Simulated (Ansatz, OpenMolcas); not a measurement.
**How methods differ on C2H2Cl2Si (SMILES C#C[SiH](Cl)Cl)**

C2H2Cl2Si has 7 atoms, charge 0, and is taken as a singlet. As SMILES, `C#C[SiH](Cl)Cl`. The shape is that of a PBE0-D4/def2-TZVP optimisation.

```xyz
7

C     0.2221   -0.6693    1.8816
C     0.1277   -0.2852    0.7432
Si    0.0127    0.2827   -0.9689
Cl   -1.5106   -0.6984   -1.8992
Cl   -0.3537    2.2862   -0.9869
H     0.3025   -1.0082    2.8895
H     1.2607    0.0240   -1.7051
```

Quantity: the vertical ionisation energy (to the doublet cation), in eV. The values are calculated.

| level | kind | program | value (eV) | CPU time (all runs) |
| --- | --- | --- | --- | --- |
| revPBE/def2-SVP | GGA | OpenMolcas | 10.29 | 2.1 min |
| BHLYP/def2-SVP | global hybrid | Ansatz | 10.97 | 50 s |
| CAM-B3LYP/def2-SVP | range-separated hybrid | Ansatz | 11.05 | 60 s |
| HSE06/def2-SVP | range-separated hybrid | Ansatz | 10.81 | 82 s |
| wB97M-V/def2-SVP | range-separated hybrid | Ansatz | 11.15 | 5.9 min |
| B2PLYP/def2-SVP | double hybrid | Ansatz | 11.04 | 72 s |
| RPA@PBE/def2-SVP | RPA | Ansatz | 10.32 | 89 s |
| CCSD/def2-SVP | coupled cluster or CI | Ansatz | 11.08 | 2.6 min |

The values span 10.29 to 11.15 eV. Times are those of the runs behind each value, whatever else they computed, on shared processors of several kinds: orders of magnitude only.

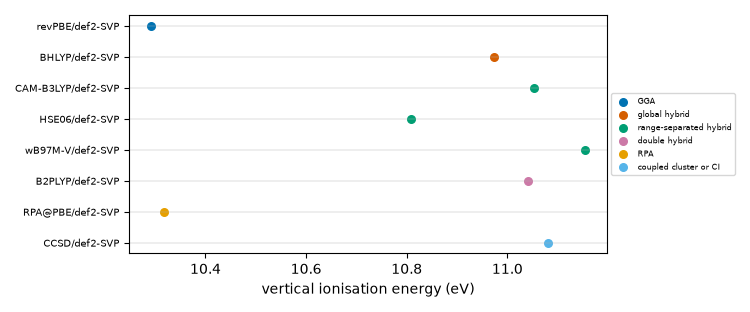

The values of the table, level by level.
